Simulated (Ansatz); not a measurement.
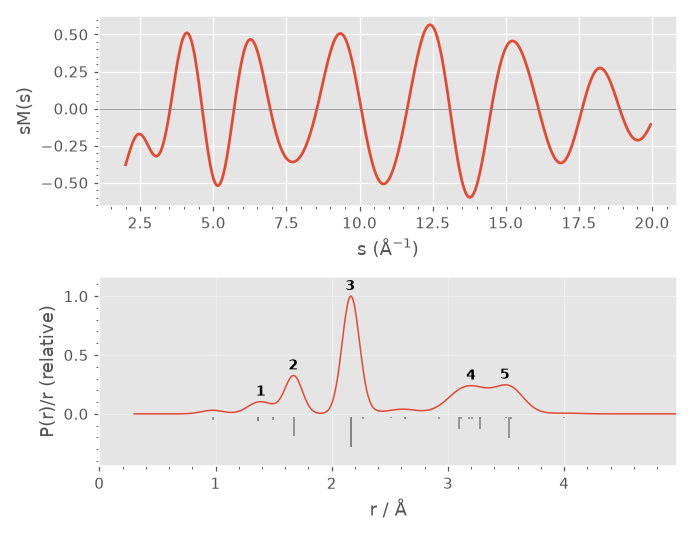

Simulated gas electron diffraction: reduced molecular intensity sM(s) from the Debye equation in the first Born approximation (top) and the radial distribution curve (bottom) of H4OS2Si. Each pair of atoms contributes with weight ZᵢZⱼ/r (bars below the curve); damping constant 0.0015 Å²; vibrational amplitudes assumed, not computed: 0.05 Å for bonds, 0.078 Å for bonds to H, 0.06 + 0.015 r up to 0.15 Å for other pairs. The geometry is the end point of an optimisation (RKS PBE-D4/def2-SVP (Ansatz 0.2.0)); it may be a saddle point or a higher isomer.

Read the positions of the numbered peaks and name the main pairs (– for bonds).

Peak 1, 1.39 Å: S–H 1.36 Å (×2)
Peak 2, 1.67 Å: Si–H 1.49 Å, Si–O 1.67 Å, not resolved
Peak 3, 2.16 Å: S–Si 2.16–2.17 Å (×2)
Peak 4, 3.20 Å: S···O 3.09–3.27 Å (×2), S···H 3.12–3.28 Å (×4), not resolved
Peak 5, 3.49 Å: S···S 3.52 Å
